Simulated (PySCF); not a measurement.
# Yb(58+), Yb(59+): ionisation energies in even-tempered 16s10p4d4f

Aim: the ionisation energy of ytterbium from differences of total energies, at each level of theory, and how far each lands from the tabulated value where there is one.

The numbers are computed with PySCF 2.14.0 (unrestricted determinants in a Gaussian basis, no spin-orbit coupling in the energies), except any that are marked as measured or tabulated.

## Step 1: The atom as given

- Element: ytterbium (Z = 70)
- Basis: an uncontracted even-tempered set (16 s from 16 bohr⁻², ratio 2.5; 10 p from 20 bohr⁻², ratio 2.5; 4 d from 74 bohr⁻², ratio 2.7; 4 f from 110 bohr⁻², ratio 2.7)
- Hamiltonian: no relativity, point nucleus
- State 1: Yb(58+): [Ne] 3s2, closed-shell 1S
- State 2: Yb(59+): [Ne] 3s1, 2S determinant
- Needed too, but not shown: Yb(60+) [Ne] (1S)
- Methods: UHF, LDA, PBE, PBE0, r2SCAN, r2SCAN0, B3LYP, MP2
- Core shells frozen in the correlated runs: outer shells: 1s2 (for Yb(58+))

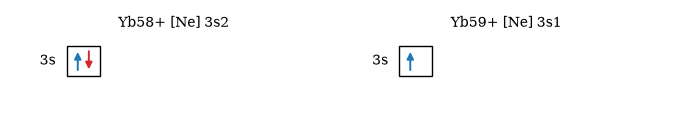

Occupation of the outer shells (arrows by Hund's rule).

The runs were made by one driver on top of PySCF. The scripts below sum up each run's settings (the driver also hands on starting orbitals that pick excited configurations, and frozen orbitals as a list rather than a count), and the logs come from the driver's own runs. The driver starts from symmetry-adapted Hartree-Fock orbitals, holds the occupation by maximum overlap and uses a logarithmic radial grid for functionals, so a plain start would take other cycles.

The integrals over 94 functions and the set-up took 0.22 s of CPU time.

## Step 2: Yb(58+), method by method

#### UHF

input.py reads:

```python
from pyscf import gto, scf, dft, mp, cc
mol = gto.M(atom="Yb 0 0 0", charge=58, spin=0, symmetry="D2h",
            basis=gto.etbs([(0, 16, 16, 2.5), (1, 10, 20, 2.5), (2, 4, 74, 2.7), (3, 4, 110, 2.7)]))
mf = scf.UHF(mol)
mf.irrep_nelec = {'Ag': (3, 3), 'B1u': (1, 1), 'B2u': (1, 1), 'B3u': (1, 1)}
mf.kernel()
```

Standard output:

```text
damping factor = 0
level_shift factor = 0
DIIS = <class 'pyscf.scf.diis.CDIIS'>
diis_start_cycle = 1
diis_space = 10
diis_damp = 0
SCF conv_tol = 1e-09
SCF conv_tol_grad = None
number electrons alpha = 6  beta = 6
cycle= 1 E= -9625.65817481255  delta_E= -5.46e-12  |g|= 9.39e-09  |ddm|= 5.02e-09
converged SCF energy = -9625.65817481255  <S^2> = -9.7699626e-15  2S+1 = 1
```

It used 3 s of CPU time after the integrals (shared host).

Orbital energies by shell (radii are means over both spins):

| shell | electrons | mean orbital energy (eV) | spread (eV) | rms radius (bohr) |
| --- | --- | --- | --- | --- |
| 1s | 2 | -61888.8 | 0 | 0.0250 |
| 2s | 2 | -13753.9 | 0 | 0.0973 |
| 2p | 6 | -13377.2 | 0 | 0.0838 |
| 3s | 2 | -5713.4 | 0 | 0.228 |

⟨S²⟩ = 0.000, ⟨L²⟩ = 0.00.

Spin-orbit constants on these orbitals (cm⁻¹; bare nucleus, screened nucleus, mean field): 2p 4186000, 4066000, 4013000.

A non-relativistic calculation at this Z misses sizeable relativistic shifts. The p, d and f levels are scalar averages; spin-orbit coupling splits them strongly at this Z.

#### LDA

input.py differs from the last one in:

```diff
@@ -3,3 +3,3 @@
             basis=gto.etbs([(0, 16, 16, 2.5), (1, 10, 20, 2.5), (2, 4, 74, 2.7), (3, 4, 110, 2.7)]))
-mf = scf.UHF(mol)
+mf = dft.UKS(mol, xc="LDA,VWN")
 mf.irrep_nelec = {'Ag': (3, 3), 'B1u': (1, 1), 'B2u': (1, 1), 'B3u': (1, 1)}
```

Standard output:

```text
damping factor = 0
level_shift factor = 0
DIIS = <class 'pyscf.scf.diis.CDIIS'>
diis_start_cycle = 1
diis_space = 10
diis_damp = 0
SCF conv_tol = 1e-09
SCF conv_tol_grad = None
number electrons alpha = 6  beta = 6
XC functionals = LDA,VWN
    P. A. M. Dirac.,  Math. Proc. Cambridge Philos. Soc. 26, 376 (1930)
    F. Bloch.,  Z. Phys. 57, 545 (1929)
    S. H. Vosko, L. Wilk, and M. Nusair.,  Can. J. Phys. 58, 1200 (1980)
cycle= 1 E= -9617.88827981261  delta_E= -0.0116  |g|= 0.0478  |ddm|= 0.0137
cycle= 2 E= -9617.88828325195  delta_E= -3.44e-06  |g|= 0.00254  |ddm|= 0.000559
cycle= 3 E= -9617.88828326399  delta_E= -1.2e-08  |g|= 2.01e-05  |ddm|= 2.99e-05
cycle= 4 E= -9617.888283264  delta_E= -1.27e-11  |g|= 2.37e-08  |ddm|= 2.3e-07
converged SCF energy = -9617.888283264  <S^2> = -7.1054274e-15  2S+1 = 1
```

It used 0.26 s of CPU time after the integrals (shared host).

#### PBE

input.py reads:

```python
from pyscf import gto, scf, dft, mp, cc
mol = gto.M(atom="Yb 0 0 0", charge=58, spin=0, symmetry="D2h",
            basis=gto.etbs([(0, 16, 16, 2.5), (1, 10, 20, 2.5), (2, 4, 74, 2.7), (3, 4, 110, 2.7)]))
mf = dft.UKS(mol, xc="PBE")
mf.irrep_nelec = {'Ag': (3, 3), 'B1u': (1, 1), 'B2u': (1, 1), 'B3u': (1, 1)}
mf.kernel()
```

Standard output:

```text
damping factor = 0
level_shift factor = 0
DIIS = <class 'pyscf.scf.diis.CDIIS'>
diis_start_cycle = 1
diis_space = 10
diis_damp = 0
SCF conv_tol = 1e-09
SCF conv_tol_grad = None
number electrons alpha = 6  beta = 6
XC functionals = PBE
    J. P. Perdew, K. Burke, and M. Ernzerhof.,  Phys. Rev. Lett. 77, 3865 (1996)
    J. P. Perdew, K. Burke, and M. Ernzerhof.,  Phys. Rev. Lett. 78, 1396 (1997)
    J. P. Perdew, K. Burke, and M. Ernzerhof.,  Phys. Rev. Lett. 77, 3865 (1996)
    J. P. Perdew, K. Burke, and M. Ernzerhof.,  Phys. Rev. Lett. 78, 1396 (1997)
cycle= 1 E= -9625.43148332604  delta_E= -0.00664  |g|= 0.0103  |ddm|= 0.0142
cycle= 2 E= -9625.43148350261  delta_E= -1.77e-07  |g|= 0.00055  |ddm|= 0.000104
cycle= 3 E= -9625.4314835032  delta_E= -5.97e-10  |g|= 6.7e-06  |ddm|= 6.76e-06
converged SCF energy = -9625.4314835032  <S^2> = -8.8817842e-15  2S+1 = 1
```

It used 0.29 s of CPU time after the integrals (shared host).

#### PBE0

input.py differs from the last one in:

```diff
@@ -3,3 +3,3 @@
             basis=gto.etbs([(0, 16, 16, 2.5), (1, 10, 20, 2.5), (2, 4, 74, 2.7), (3, 4, 110, 2.7)]))
-mf = dft.UKS(mol, xc="PBE")
+mf = dft.UKS(mol, xc="PBE0")
 mf.irrep_nelec = {'Ag': (3, 3), 'B1u': (1, 1), 'B2u': (1, 1), 'B3u': (1, 1)}
```

Standard output:

```text
damping factor = 0
level_shift factor = 0
DIIS = <class 'pyscf.scf.diis.CDIIS'>
diis_start_cycle = 1
diis_space = 10
diis_damp = 0
SCF conv_tol = 1e-09
SCF conv_tol_grad = None
number electrons alpha = 6  beta = 6
XC functionals = PBE0
    C. Adamo and V. Barone.,  J. Chem. Phys. 110, 6158 (1999)
    M. Ernzerhof and G. E. Scuseria.,  J. Chem. Phys. 110, 5029 (1999)
cycle= 1 E= -9625.61380664764  delta_E= -0.00369  |g|= 0.00856  |ddm|= 0.0108
cycle= 2 E= -9625.61380675335  delta_E= -1.06e-07  |g|= 0.000303  |ddm|= 0.000136
cycle= 3 E= -9625.61380675354  delta_E= -1.87e-10  |g|= 8.68e-06  |ddm|= 3.26e-06
converged SCF energy = -9625.61380675354  <S^2> = -9.7699626e-15  2S+1 = 1
```

It used 0.7 s of CPU time after the integrals (shared host).

#### r2SCAN

input.py differs from the last one in:

```diff
@@ -3,3 +3,3 @@
             basis=gto.etbs([(0, 16, 16, 2.5), (1, 10, 20, 2.5), (2, 4, 74, 2.7), (3, 4, 110, 2.7)]))
-mf = dft.UKS(mol, xc="PBE0")
+mf = dft.UKS(mol, xc="R2SCAN")
 mf.irrep_nelec = {'Ag': (3, 3), 'B1u': (1, 1), 'B2u': (1, 1), 'B3u': (1, 1)}
```

Standard output:

```text
damping factor = 0
level_shift factor = 0
DIIS = <class 'pyscf.scf.diis.CDIIS'>
diis_start_cycle = 1
diis_space = 10
diis_damp = 0
SCF conv_tol = 1e-09
SCF conv_tol_grad = None
number electrons alpha = 6  beta = 6
XC functionals = R2SCAN
    J. W. Furness, A. D. Kaplan, J. Ning, J. P. Perdew, and J. Sun.,  J. Phys. Chem. Lett. 11, 8208-8215 (2020)
    J. W. Furness, A. D. Kaplan, J. Ning, J. P. Perdew, and J. Sun.,  J. Phys. Chem. Lett. 11, 9248-9248 (2020)
    J. W. Furness, A. D. Kaplan, J. Ning, J. P. Perdew, and J. Sun.,  J. Phys. Chem. Lett. 11, 8208-8215 (2020)
    J. W. Furness, A. D. Kaplan, J. Ning, J. P. Perdew, and J. Sun.,  J. Phys. Chem. Lett. 11, 9248-9248 (2020)
cycle= 1 E= -9625.95165245396  delta_E= -0.00322  |g|= 0.00779  |ddm|= 0.0114
cycle= 2 E= -9625.9516525003  delta_E= -4.63e-08  |g|= 0.000201  |ddm|= 7.25e-05
cycle= 3 E= -9625.95165250038  delta_E= -8e-11  |g|= 9.74e-06  |ddm|= 2.3e-06
converged SCF energy = -9625.95165250038  <S^2> = -1.0658141e-14  2S+1 = 1
```

It used 0.62 s of CPU time after the integrals (shared host).

#### r2SCAN0

input.py reads:

```python
from pyscf import gto, scf, dft, mp, cc
mol = gto.M(atom="Yb 0 0 0", charge=58, spin=0, symmetry="D2h",
            basis=gto.etbs([(0, 16, 16, 2.5), (1, 10, 20, 2.5), (2, 4, 74, 2.7), (3, 4, 110, 2.7)]))
mf = dft.UKS(mol, xc="HYB_MGGA_XC_R2SCAN0")
mf.irrep_nelec = {'Ag': (3, 3), 'B1u': (1, 1), 'B2u': (1, 1), 'B3u': (1, 1)}
mf.kernel()
```

Standard output:

```text
damping factor = 0
level_shift factor = 0
DIIS = <class 'pyscf.scf.diis.CDIIS'>
diis_start_cycle = 1
diis_space = 10
diis_damp = 0
SCF conv_tol = 1e-09
SCF conv_tol_grad = None
number electrons alpha = 6  beta = 6
XC functionals = HYB_MGGA_XC_R2SCAN0
    M. Bursch, H. Neugebauer, S. Ehlert, and S. Grimme.,  J. Chem. Phys. 156, 134105 (2022)
cycle= 1 E= -9626.01235276173  delta_E= -0.00181  |g|= 0.00644  |ddm|= 0.00821
cycle= 2 E= -9626.012352791  delta_E= -2.93e-08  |g|= 0.000108  |ddm|= 2.76e-05
cycle= 3 E= -9626.012352791  delta_E= 3.64e-12  |g|= 5.1e-06  |ddm|= 1.13e-06
converged SCF energy = -9626.012352791  <S^2> = -1.1546319e-14  2S+1 = 1
```

CPU time 1 s on a shared host, the integrals not counted.

#### B3LYP

input.py reads:

```python
from pyscf import gto, scf, dft, mp, cc
mol = gto.M(atom="Yb 0 0 0", charge=58, spin=0, symmetry="D2h",
            basis=gto.etbs([(0, 16, 16, 2.5), (1, 10, 20, 2.5), (2, 4, 74, 2.7), (3, 4, 110, 2.7)]))
mf = dft.UKS(mol, xc="B3LYP")
mf.irrep_nelec = {'Ag': (3, 3), 'B1u': (1, 1), 'B2u': (1, 1), 'B3u': (1, 1)}
mf.kernel()
```

Standard output:

```text
damping factor = 0
level_shift factor = 0
DIIS = <class 'pyscf.scf.diis.CDIIS'>
diis_start_cycle = 1
diis_space = 10
diis_damp = 0
SCF conv_tol = 1e-09
SCF conv_tol_grad = None
number electrons alpha = 6  beta = 6
XC functionals = B3LYP
    P. J. Stephens, F. J. Devlin, C. F. Chabalowski, and M. J. Frisch.,  J. Phys. Chem. 98, 11623 (1994)
cycle= 1 E= -9625.73156343836  delta_E= -0.00472  |g|= 0.00791  |ddm|= 0.0126
cycle= 2 E= -9625.73156352577  delta_E= -8.74e-08  |g|= 0.000274  |ddm|= 0.000145
cycle= 3 E= -9625.73156352593  delta_E= -1.55e-10  |g|= 9e-06  |ddm|= 3.02e-06
converged SCF energy = -9625.73156352593  <S^2> = -1.0658141e-14  2S+1 = 1
```

It used 0.72 s of CPU time after the integrals (shared host).

#### MP2 (outer shells)

input.py reads:

```python
from pyscf import gto, scf, dft, mp, cc
mol = gto.M(atom="Yb 0 0 0", charge=58, spin=0, symmetry="D2h",
            basis=gto.etbs([(0, 16, 16, 2.5), (1, 10, 20, 2.5), (2, 4, 74, 2.7), (3, 4, 110, 2.7)]))
mf = scf.UHF(mol)
mf.irrep_nelec = {'Ag': (3, 3), 'B1u': (1, 1), 'B2u': (1, 1), 'B3u': (1, 1)}
mf.kernel()
mp.UMP2(mf, frozen=1).kernel()
```

This step left no log, only its results.

CPU time 0.53 s on a shared host, the integrals not counted.

With 10 electrons correlated, the MP2 correlation energy is -0.50878 hartree (-0.09768 same spin, -0.41110 opposite spin); the SCS form gives -0.52588. Largest pairs of shells: 2p-2p -0.2099, 3s-3s -0.1647, 2s-2p -0.0583, 2p-3s -0.0557, 2s-2s -0.0107.

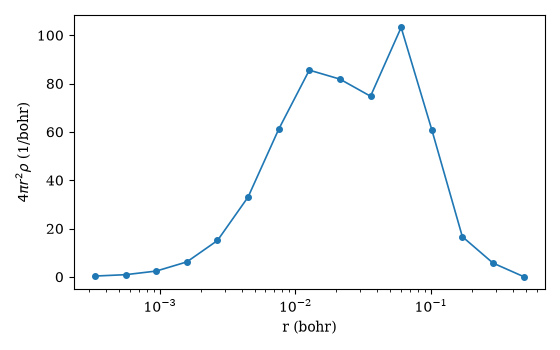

Radial density 4πr²ρ of Yb(58+) at UHF, at 15 stored radii joined by straight lines.

[end of part 1 of 2]
